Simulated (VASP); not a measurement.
Band structure of VCo$_{3}$ (space group Pm-3m). These are PBEsol GGA, VASP's PBE PAW potentials (set 64) (plane waves; VASP) values and carry that method's errors.

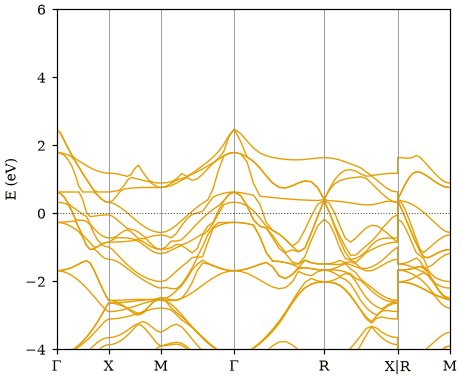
Figure: Bands along high-symmetry lines, zero at the valence-band maximum or, without a gap, the Fermi level

Q: Read the plot: is there a gap, and where are the band edges?

A: It has no gap at this level: it comes out as a metal or semimetal. (Edges off the drawn lines would not show.)

The structure comes from a computed database's VCo3 entry (Pm-3m); how it stands against other phases isn't given here. It was relaxed first. The run is not spin-polarised, so no magnetic state was tried.
